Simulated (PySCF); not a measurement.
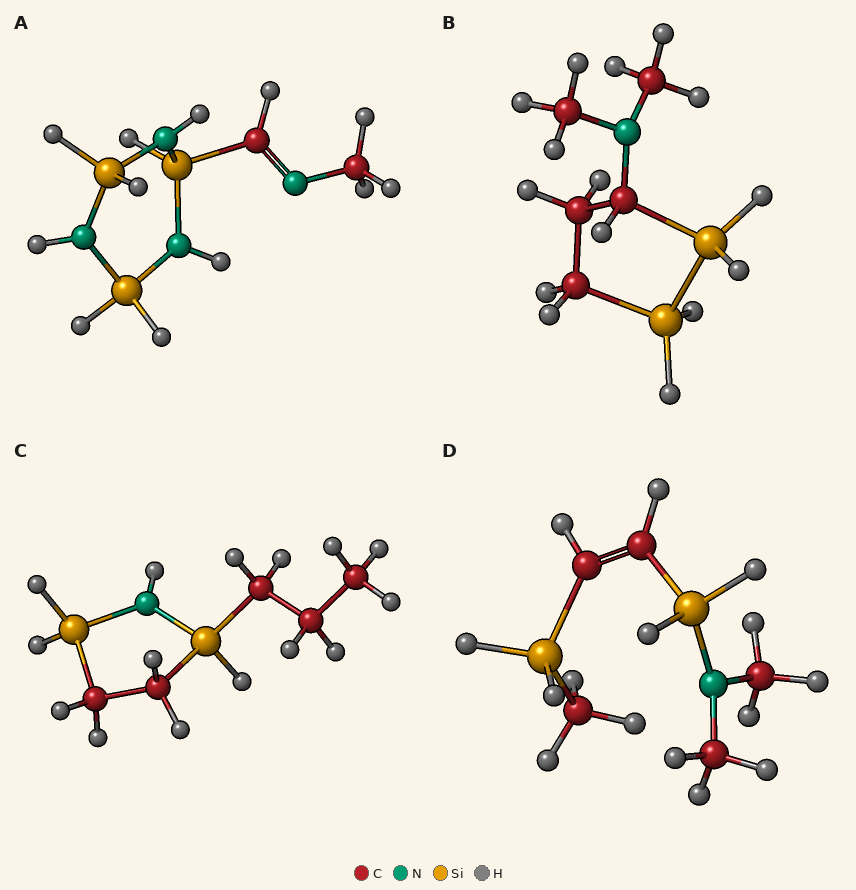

The picture comes from a calculation with PySCF.

Match each picture to its SMILES.
(1) CCC[Si@H]1CC[SiH2]N1
(2) CN(C)[C@H]1CC[SiH2][SiH2]1
(3) C[SiH2]/C=C\[SiH2]N(C)C
(4) C/N=C/[SiH]1N[SiH2]N[SiH2]N1

A is (4), B is (2), C is (1), D is (3).
